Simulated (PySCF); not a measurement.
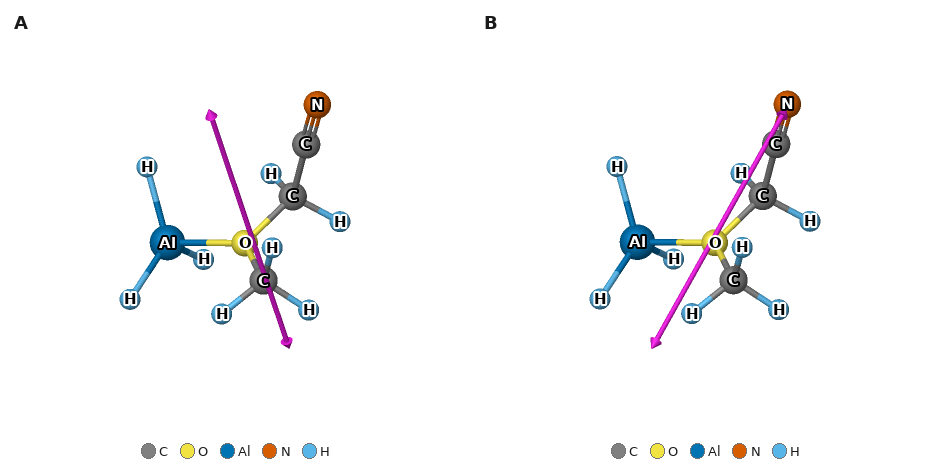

The double arrows show the directions of two transition dipoles from the ground state (lengths mean nothing). The computed structure is the end point of a GFN2-xTB optimisation. No frequency run is at hand to confirm it as a minimum. Properties computed with TDDFT B3LYP/def2-SVPD, vertical, gas phase, core orbitals frozen in the response (PySCF 2.14.0).

> One belongs to singlet state 3 and one to singlet state 6. Which is which?

A: state 3, 6.25 eV (198 nm), oscillator strength 0.043, mainly HOMO → LUMO+1 (weight 0.98).
B: state 6, 6.77 eV (183 nm), oscillator strength 0.046, mainly HOMO−1 → LUMO+2 (weight 0.96).

The geometry is semi-empirical. Around Al such bond lengths and angles can be off by a tenth of an ångström or more and by several degrees, and values that hang on the shape move with them.
